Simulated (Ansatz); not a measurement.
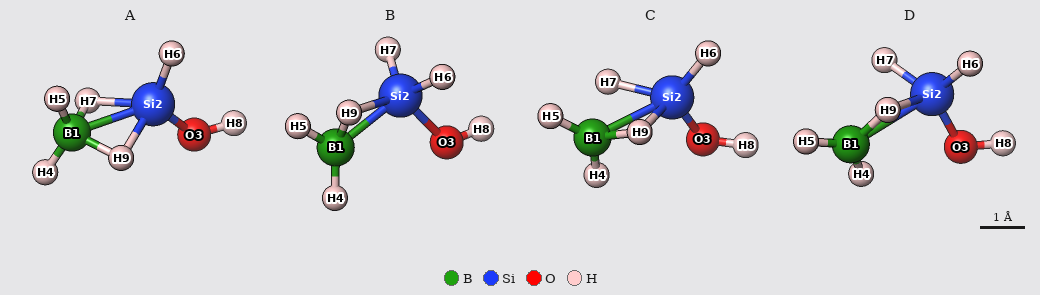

4 geometries from one relaxation of BSiH$_{6}$O (charge +1), in shuffled order. A ball-and-stick model, seen at a tilt.

It is one of the separated reactants of a reaction.

The calculation used RKS PBE-D4/def2-SVP in Ansatz. (force threshold 0.03 eV/Å; at most 250 steps)

Order the frames from highest to lowest energy.

B, D, C, A. They are steps 0, 5, 9, 29, at +369.3 kJ/mol, +92.8 kJ/mol, +30.7 kJ/mol relative to the last. The atom that moves furthest after the best rigid fit is H7 (1.55 Å). Largest moves by element: H 1.55 Å, B 0.37 Å, Si 0.37 Å, O 0.26 Å. Among the contacts that change: B1–H7 3.003 → 1.344 Å, Si2–O3 1.849 → 1.611 Å, Si2–H9 1.847 → 1.653 Å, B1–H9 1.150 → 1.344 Å. Among the angles between lasting bonds that change: B1–Si2–H7 118.7° → 41.5°, H5–B1–H9 63.2° → 106.8°, H4–B1–H9 146.0° → 103.3°. Over 24 accepted moves (29 points after the start) the energy falls by 369.3 kJ/mol. The largest force component goes from 4.8 to 0.012 eV/Å. The line search rejected the trial steps at points 11, 13, 18, 21, 28 of the run. The forces were under the threshold at step 19, but the run went on from there. The run took 32 s on 2 threads of Arm Neoverse V2, with other jobs on the host.
